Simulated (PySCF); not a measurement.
NMR shielding calculation of C$_{3}$H$_{8}$O$_{3}$Si

- system: C$_{3}$H$_{8}$O$_{3}$Si, SMILES COCC(=O)O[SiH3]
- method: GIAO PBE0/pcSseg-1 NMR shielding, non-relativistic, gas phase (PySCF 2.14.0)

The geometry comes from this level: GFN2-xTB, NEB image 6 of 0 to 8. It belongs to a series of runs on one base structure; here: NEB image 6 of 0 to 8. Figures and captions count atoms from 1; the log counts them from 0 in places.

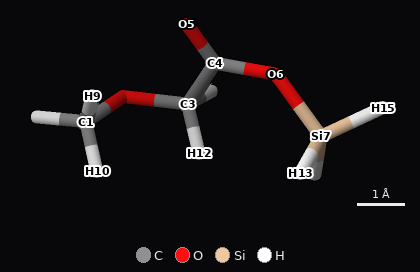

Figure 1. The structure as given in the input (stick view, seen at a tilt; atoms are numbered from 1 in the order of the input). Bond lengths as drawn: C–C 1.52 Å, C–H 1.09 to 1.10 Å, C–O 1.19 to 1.41 Å, H–Si 1.45 to 1.47 Å and O–Si 1.64 Å.

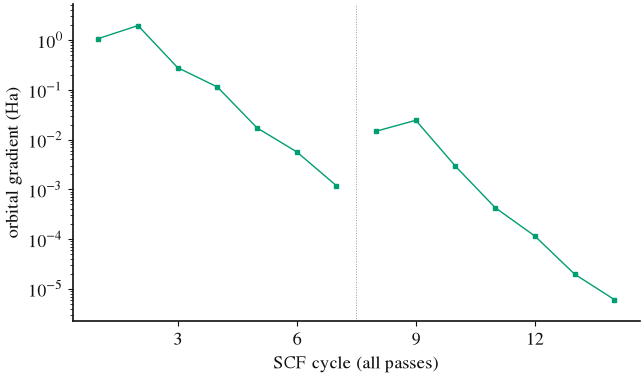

Figure 2. Convergence of the self-consistent field: orbital gradient against the SCF cycle. The dotted line marks the change from a coarse to the final integration grid. The first 7 cycles use a coarse grid, the final grid takes over at cycle 8, and the field converges after 14 cycles in all.

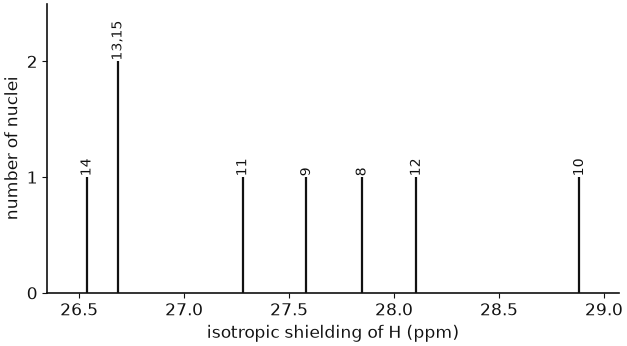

Figure 3. Isotropic shieldings of the hydrogen nuclei in this fixed geometry, labelled by atom number; shielding grows to the right, so chemical shift grows to the left. The least shielded is H14 (26.5 ppm), the most shielded H10 (28.9 ppm).

The input that produced these results follows, with the program's output.

## Input
```
{"job": {"kind": "nmr", "xc": "PBE0", "basis": "pcSseg-1", "pop": false}, "charge": 0, "multiplicity": 1}
C     -2.335900    -0.375100     0.898800
O     -1.929000     0.548400    -0.087700
C     -0.577700     0.453300    -0.415100
C      0.383900     0.944500     0.661500
O      0.063500     1.451500     1.694000
O      1.664200     0.772300     0.332000
Si     2.538400    -0.394800    -0.414000
H     -3.413900    -0.265400     0.988000
H     -1.866400    -0.167900     1.863600
H     -2.095400    -1.400800     0.589800
H     -0.422500     1.070300    -1.306000
H     -0.300500    -0.587200    -0.656200
H      2.496300    -1.560900     0.465000
H      1.964500    -0.739900    -1.717100
H      3.826200     0.259700    -0.537200
```

The first line tells a small driver script what to run in PySCF; the rest is the geometry in Å.

Command:
```bash
OMP_NUM_THREADS=1 python <driver script> task.json out
```

## Output
```
coarse grid: 13104 points
cycle   1  E = -633.4755175438  dE =  1.078e+00  |g| = 1.063e+00  |ddm| = 3.374e+00
cycle   2  E = -632.9845389487  dE =  4.910e-01  |g| = 1.942e+00  |ddm| = 2.128e+00
cycle   3  E = -633.6674805825  dE = -6.829e-01  |g| = 2.773e-01  |ddm| = 1.552e+00
cycle   4  E = -633.6797133901  dE = -1.223e-02  |g| = 1.135e-01  |ddm| = 2.387e-01
cycle   5  E = -633.6818438754  dE = -2.130e-03  |g| = 1.712e-02  |ddm| = 6.925e-02
cycle   6  E = -633.6819045546  dE = -6.068e-05  |g| = 5.648e-03  |ddm| = 1.698e-02
cycle   7  E = -633.6819113422  dE = -6.788e-06  |g| = 1.180e-03  |ddm| = 5.166e-03
final grid: 122152 points
cycle   8  E = -633.7541881060  dE = -1.193e-05  |g| = 1.468e-02  |ddm| = 2.184e-02
cycle   9  E = -633.7541216271  dE =  6.648e-05  |g| = 2.432e-02  |ddm| = 2.173e-02
cycle  10  E = -633.7542240986  dE = -1.025e-04  |g| = 2.900e-03  |ddm| = 1.476e-02
cycle  11  E = -633.7542256463  dE = -1.548e-06  |g| = 4.282e-04  |ddm| = 1.920e-03
cycle  12  E = -633.7542256780  dE = -3.169e-08  |g| = 1.151e-04  |ddm| = 3.772e-04
cycle  13  E = -633.7542256809  dE = -2.843e-09  |g| = 1.981e-05  |ddm| = 9.201e-05
cycle  14  E = -633.7542256810  dE = -7.935e-11  |g| = 6.109e-06  |ddm| = 2.119e-05
converged SCF energy = -633.7542256810

GIAO shielding tensors (ppm)
atom      isotropic    diamagn.    paramagn.     s11        s22        s33       span
  0 C      126.540     246.686    -120.146     90.783    105.464    183.374     92.590
  1 O      320.653     392.549     -71.895    299.198    315.632    347.130     47.932
  2 C      113.382     251.661    -138.279     85.337     95.495    159.314     73.977
  3 C       16.595     252.482    -235.887    -93.757     68.059     75.483    169.240
  4 O     -148.275     400.647    -548.922   -474.130   -268.434    297.739    771.869
  5 O      175.471     400.618    -225.147     17.108    239.384    269.922    252.813
  6 Si     388.690     879.885    -491.194    350.213    363.830    452.028    101.815
  7 H       27.847      28.109      -0.262     24.029     25.282     34.230     10.202
  8 H       27.583      30.407      -2.824     23.191     27.081     32.477      9.286
  9 H       28.883      30.432      -1.549     25.721     26.534     34.393      8.672
 10 H       27.278      30.633      -3.355     22.674     27.423     31.738      9.065
 11 H       28.106      34.038      -5.932     23.024     27.774     33.520     10.496
 12 H       26.673      29.772      -3.099     23.617     25.125     31.277      7.660
 13 H       26.537      30.222      -3.686     23.095     26.247     30.268      7.173
 14 H       26.696      28.569      -1.873     23.162     25.194     31.732      8.570
```

## Key numbers

```csv
quantity,value
outcome,converged
total energy,−633.754226 hartree
HOMO,−7.56 eV
LUMO,−0.21 eV
dipole moment,3.90 D
"isotropic shielding, C",16.6 to 126.5 ppm
"isotropic shielding, O",−148.3 to 320.7 ppm
"isotropic shielding, Si",388.7 ppm
"isotropic shielding, H",26.5 to 28.9 ppm
hardware,"1 CPU thread, shared host"
wall time,58 s
peak memory,0.77 GiB
```
